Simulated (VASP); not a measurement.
Band structure of Sb (space group R-3m). These are SCAN meta-GGA, VASP's PBE PAW potentials (set 64) (plane waves; VASP) values and carry that method's errors.

Unless said otherwise, spin-orbit coupling is left out, though it shifts the bands of the heavy elements here.

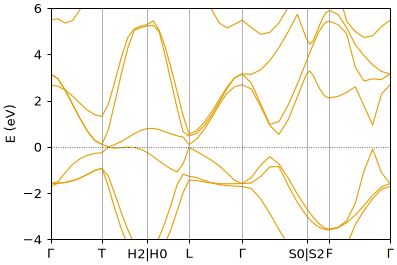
*Bands along high-symmetry lines, zero at the valence-band maximum or, without a gap, the Fermi level*

Question: Read the plot: is there a gap, and where are the band edges?

Answer: It has no gap at this level: it comes out as a metal or semimetal.

The structure comes from a measured Sb entry (R-3m) of the Crystallography Open Database, whose conditions weren't checked. It was relaxed first.
